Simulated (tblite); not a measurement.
# C5H11FO2Si2: the cost of one run

The runs use tblite 0.8.0 and PySCF 2.14.0, with density-fitted response routines of our own; the level of theory stands in each step. All values are computed, except where a source is named. Atoms are numbered from 0 throughout.

**1. Starting geometry**

21 atoms, charge 0, multiplicity 1; geometry from: force field or distance geometry start.

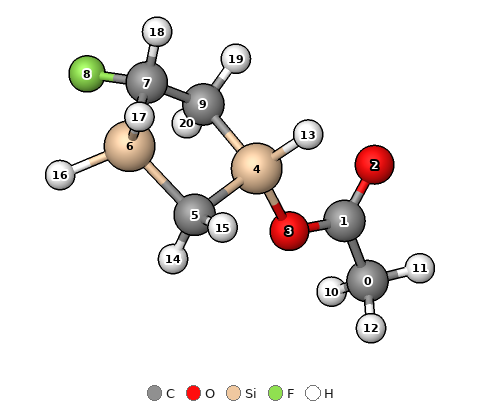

As it starts; carbon grey, oxygen red, silicon light orange, fluorine green, hydrogen white, atoms numbered.

**2. Geometry optimisation with GFN2-xTB**

What the job is given:

```
{"job": {"kind": "relax", "xc": "GFN2-xTB", "basis": "xTB"}, "charge": 0, "multiplicity": 1}
C      3.893600     0.173400    -0.448200
C      2.515600     0.743600    -0.195200
O      2.263300     1.956900    -0.333400
O      1.554300    -0.129000     0.223300
Si    -0.071000     0.351300     0.584100
C     -0.840900    -1.144500     1.434600
Si    -2.572400    -0.985500     0.774800
C     -2.503500     0.182700    -0.641800
F     -3.048900    -0.455700    -1.748800
C     -1.119700     0.607300    -0.917100
H      3.920600    -0.436900    -1.367300
H      4.571100     1.041600    -0.460200
H      4.202600    -0.478200     0.414500
H     -0.153600     1.505900     1.444500
H     -0.382800    -2.065600     1.094100
H     -0.747300    -0.978600     2.523700
H     -3.109400    -2.308200     0.418700
H     -3.392200    -0.444500     1.883900
H     -3.179400     1.053900    -0.424500
H     -1.143100     1.698600    -1.131400
H     -0.665700     0.128300    -1.819400
```

The run is started by

```sh
$ OMP_NUM_THREADS=1 python probes_run.py task.json out
```

This one command runs all jobs of the session in turn.

Q: Estimate the wall time and peak memory of this first job on 1 thread of Arm Neoverse N1, shared host.

About 2.7 s, with a peak of 0.18 GiB.
